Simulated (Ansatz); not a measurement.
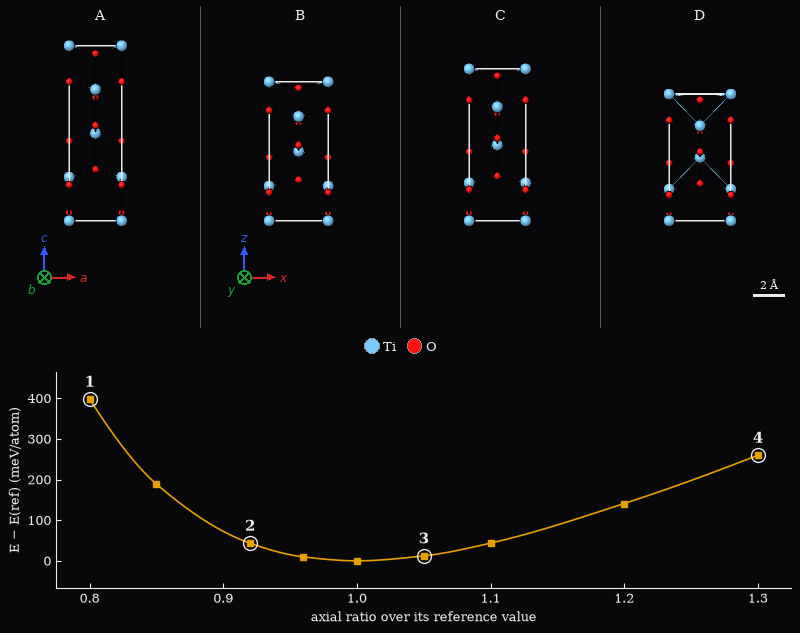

A scan of a crystal of TiO2 (I4_1/amd): the ratio of the cell's length along z to its lengths across, counted as 1 for the reference, is changed at fixed volume (a c/a path), with the atoms kept at their fractional coordinates. x, y and z are the Cartesian axes of the input. The frames are shuffled; the numbered points of the plot belong to them. Style: ball-and-stick. Shown: the conventional cell (2 times the calculation's cell), along the b axis. Lengths and directions refer to the drawn axes.

All numbers below come from Ansatz, DFT PBE+U, scalar-relativistic, plane waves, PAW. Set-up: plane-wave cutoff 420 eV; k-point mesh 10 × 10 × 10; occupations gaussian; smearing width 0.05 eV; U Ti 4.0 eV; no spin polarisation. Energies (free energies at the smearing named) are counted from the relaxed crystal.

Question: Which frame belongs to which numbered point?

Answer: Point 1 is frame D (the relative ratio 0.80, 398 meV/atom); 2 is frame B (the relative ratio 0.92, 44 meV/atom); 3 is frame C (the relative ratio 1.05, 12 meV/atom); 4 is frame A (the relative ratio 1.30, 260 meV/atom). The lowest computed point lies at the relative ratio 1.00 (0 meV/atom). The distortion keeps the space group I4_1/amd. At the relative ratio 1.30 the cell of the drawing goes a 3.818 → 3.498 Å, b 3.818 → 3.498 Å, c 9.777 → 11.645 Å.
